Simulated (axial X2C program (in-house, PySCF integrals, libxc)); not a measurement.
**Relativistic diatomic calculation, with input and output: RuAs**

System: RuAs, single determinant with Ω = 5/2. The distance is the PBE0 minimum at charge 0.
Method: expectation values, HF and Kohn-Sham, two-component X2C with atomic mean-field Coulomb and Gaunt terms, Ru dyall-cv3z, As dyall-cv3z (cores contracted) (axial X2C program (in-house, PySCF integrals, libxc)).

**Log**
```
two-component X2C + atomic mean field  PBE0
basis functions 253  fitting functions 1260  grid points 5798
iter        total energy     max residual
   1      -6788.076356187     8.16e-05
   2      -6788.076356222     5.95e-05
   3      -6788.076356221     5.01e-05
   4      -6788.076356293     1.26e-05
   5      -6788.076356307     7.10e-06
   6      -6788.076356318     5.44e-06
   7      -6788.076356327     3.00e-06
   8      -6788.076356331     8.43e-07
   9      -6788.076356331     6.38e-07
converged
one-electron -10086.58657130  Coulomb 3169.85571092  exact exchange -53.72046056  xc functional -164.79377788  nuclear repulsion 350.21208307  atomic mean-field constant -3.04334058
```

**Expectation values by level of theory**

```tsv
quantity	PBE0	HF	BP86	PBE	B3LYP
effective field for an electron dipole moment (GV/cm)	2.04	−3.18	1.40	1.59	1.53
field gradient at the first nucleus (a.u.)	1.29	2.43	0.979	0.938	1.21
field gradient at the second nucleus (a.u.)	−2.42	0.0515	−1.90	−1.92	−2.33
A∥/gI, first nucleus (MHz)	927	917	1010	994	931
A∥/gI, second nucleus (MHz)	−235	−190	−201	−203	−222
```

Each column comes from one determinant, in a basis with contracted cores. The levels disagree widely: the effective field runs from −3.18 to 2.04 GV/cm, the field gradient at the first nucleus runs from 0.938 to 2.43 a.u. and the field gradient at the second nucleus runs from −2.42 to 0.0515 a.u. They may not all have settled in the same state, and these values aren't reliable properties of the molecule.

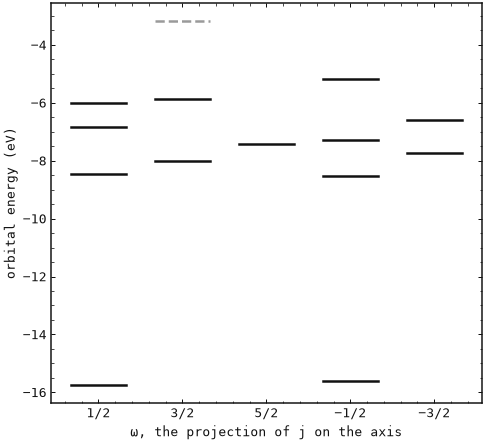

Figure 1. Orbital energies (PBE0) near the frontier at 2.19 Å, filled (solid) and empty (dashed). The highest filled spinor (−1/2; 62 % As p, 18 % Ru d) lies at −5.16 eV, the lowest empty one (3/2; 59 % As p, 19 % Ru p) at −3.17 eV.

**Input**
```
{"zs": [44, 33], "q": 0, "bas": ["dyall-cv3z", "dyall-cv3z"], "r0": 2.46, "levels": ["PBE0", "HF", "BP86", "PBE", "B3LYP"], "nst": 3}
```

The line is the task of a batch: nuclear charges, charge, bases, the levels to run, a first guess of the distance and further settings. This report covers the levels named above. The log is that of the reference distance, started from orbitals converged before.

The run was one of a batch that the task file lists, launched with:
```bash
python <driver script> task.json out
```

**Key numbers**

```tsv
quantity	value
outcome	converged; the levels of theory disagree widely
hardware	1 thread of Arm Neoverse V1, 24 GiB of memory available, shared host
wall time	7.4 s
peak memory	0.53 GiB
```
